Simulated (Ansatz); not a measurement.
H$_{2}$InNO (SMILES [NH2+]1[O+]=[In-2]1)

Input file:

```
crystal:
  periodic: [false, false, false]
  atoms:
    - {symbol: In, position_ang: [2.011674, 1.466928, -0.873449]}
    - {symbol: N, position_ang: [0.349975, -0.306933, -1.109601]}
    - {symbol: O, position_ang: [-0.079507, 1.053002, -0.971166]}
    - {symbol: H, position_ang: [-0.081424, -0.853734, -0.356799]}
    - {symbol: H, position_ang: [-0.040743, -0.675310, -1.983356]}
basis:
  gaussian: {orbitals: def2-TZVPD}
hamiltonian: {xc: pbe0}
output: {forces: true, orbitals: {seedname: orbitals}}
```

Command:

```sh
ansatz run input.yaml --threads 1 --pin off --max-ram 2610MiB --events-out events.jsonl --progress --plain --runs-dir runs
```

Geometry: r2SCAN-D4/def2-SVP; core potentials replace the inner electrons of In.

Theory: isolated molecule in a Gaussian basis; Kohn-Sham density functional theory, functional PBE0 in Ansatz.

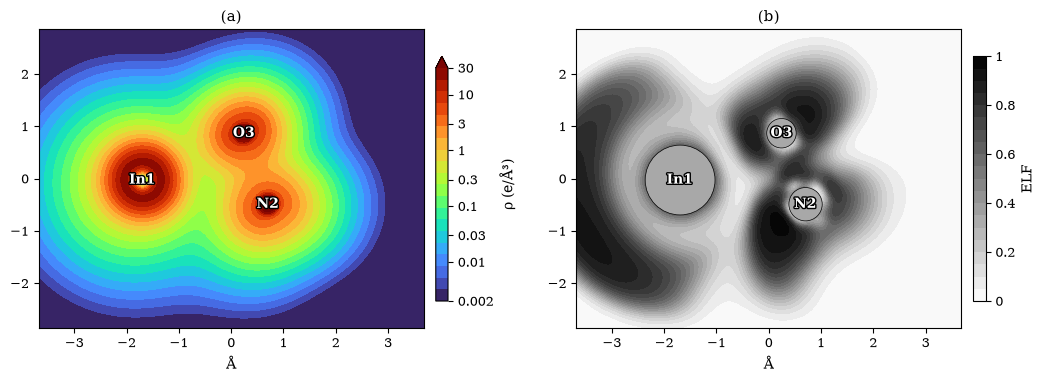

Figure 1. (a) electron density; (b) electron localisation function on the plane of atoms In1, O3 and N2. Grey discs cover the atomic cores in the ELF map.

### Describe what can be read from this map.

Atoms in the plane: In, N and O. N–O (1.43 Å): ρ is about 2 e/Å³ halfway; the ELF peaks at about 0.85 between the atoms, as expected for a covalent bond. In–O (2.13 Å): the density is about 0.56 e/Å³ at the midpoint; the ELF is about 0.15 at the midpoint. In–N (2.44 Å): ρ is about 0.3 e/Å³ halfway; the ELF is about 0.10 at the midpoint. The ELF also peaks beside O3, away from the bonds: lone-pair regions.

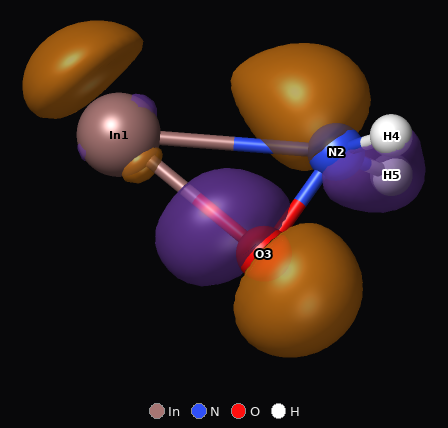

Figure 2. The HOMO at ±0.15 Å⁻³ᐟ² (orange and purple are the two phases), seen from one side.

### What is the character of this orbital?

By Hirshfeld shares it lies mainly on O3 (about 50 %), In1 (about 25 %) and N2 (about 20 %). Its energy is −6.20 eV.
